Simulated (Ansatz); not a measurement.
**Cl2HOSn radical: how energies converge with the basis set**

Aim: see how fast density functionals converge with the basis set for Cl2HOSn radical.

Program: Ansatz 0.2.0, Gaussian basis. Level of theory: one geometry, several basis sets. These are calculated values, not measurements.

The runs, in order: PBE0-D4/def2-SVP; ωB97M-V/def2-SVP; PBE0-D4/def2-QZVPP; ωB97M-V/def2-QZVPP; the functionals' def2-TZVPP values are taken from earlier runs.

## (1) Structure used throughout

An earlier PBE0-D4 in a triple-zeta def2 set relaxation fixed the geometry. Sn takes the def2 core potential; no spin-orbit term is included.

5 atoms, charge 0, spin multiplicity 2.

Atoms are counted from 1 here; the program's logs count them from 0.

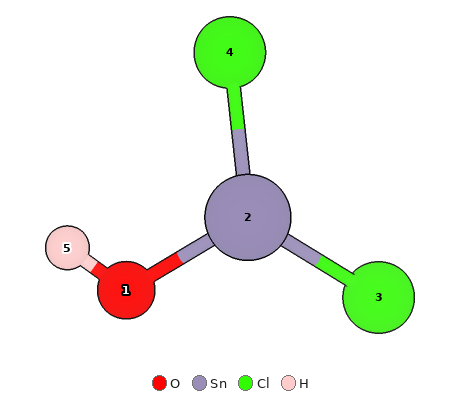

The geometry (oxygen red, tin purple, chlorine green, hydrogen pink); atoms are numbered from 1 in the order of the file.

## (2) PBE0-D4 in def2-SVP

The input, in.yaml:

```yaml
crystal:
  periodic: [false, false, false]
  atoms:
    - {symbol: O, position_ang: [0.237040, 1.362180, 0.365228]}
    - {symbol: Sn, position_ang: [0.588827, -0.435376, -0.335210]}
    - {symbol: Cl, position_ang: [0.946603, -1.750757, 1.554569]}
    - {symbol: Cl, position_ang: [-1.378926, -1.120550, -1.414686]}
    - {symbol: H, position_ang: [-0.343545, 1.870903, -0.211301]}
basis:
  gaussian: {orbitals: def2-SVP}
magnetization: {spin_polarized: true, initial_magnetization: 1}
hamiltonian: {xc: pbe0, dispersion: d4}
output: {orbitals: {seedname: orbitals}}
```

Started as:

```bash
$ ansatz run in.yaml --threads 2 --pin off --events-out ev --progress --plain --max-ram 32768MiB --backend cpu
```

The runs that follow: ωB97M-V in def2-SVP; PBE0-D4 in def2-QZVPP; ωB97M-V in def2-QZVPP.

Q: Predict the results of all the runs planned. Wanted: PBE0-D4: double and triple zeta above quadruple; ωB97M-V: double and triple zeta above quadruple.

**Answer**, as computed:

| quantity | value |
| --- | --- |
| PBE0-D4: double and triple zeta above quadruple | 12.66, 0.93 eV |
| ωB97M-V: double and triple zeta above quadruple | 12.60, 0.89 eV |

PBE0-D4 gains 11.73 eV from double to triple zeta, then 0.93 eV more. These are total energies; as a rule much of such shifts cancels in differences, which this series doesn't test.
